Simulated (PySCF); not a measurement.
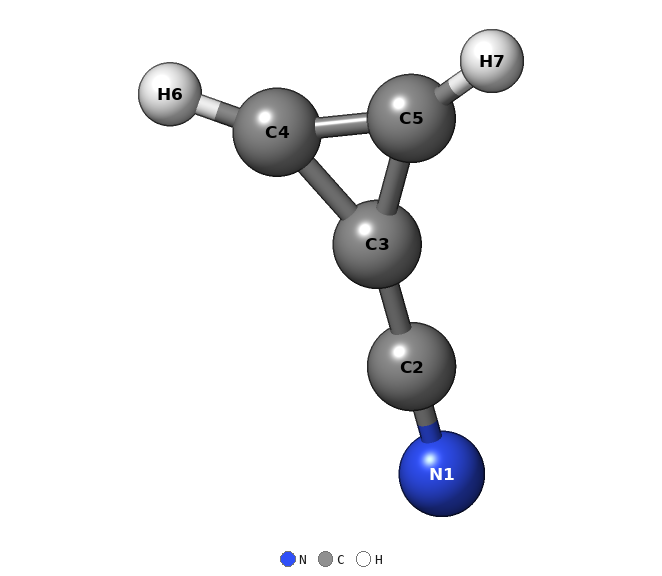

Charge 0, doublet. Computed geometry: GFN2-xTB optimisation. No frequency run is at hand to confirm it as a minimum. Computed with UKS B3LYP, pcH-1 on C H N, non-relativistic (PySCF 2.14.0). Fermi-contact and spin-dipolar terms alone, no spin-orbit part.

Which nucleus has the largest dipolar (anisotropic) hyperfine coupling?

13C at C3: principal values −56.2, −53.0, 109.3 MHz.

List the isotropic and dipolar parts for the most strongly coupled nuclei, one of each equivalent set.

| atom | isotope | a_iso (MHz) | dipolar part (MHz) |
| --- | --- | --- | --- |
| C3 | 13C | 57.9 | −56.2, −53.0, 109.3 |
| N1 | 14N | 10.9 | −21.1, −16.2, 37.3 |
| C2 | 13C | −60.5 | −15.0, −4.5, 19.5 |
| C4 | 13C | −7.2 | −12.3, −6.8, 19.1 |
| H6 | 1H | −12.5 | −6.4, −1.2, 7.6 |
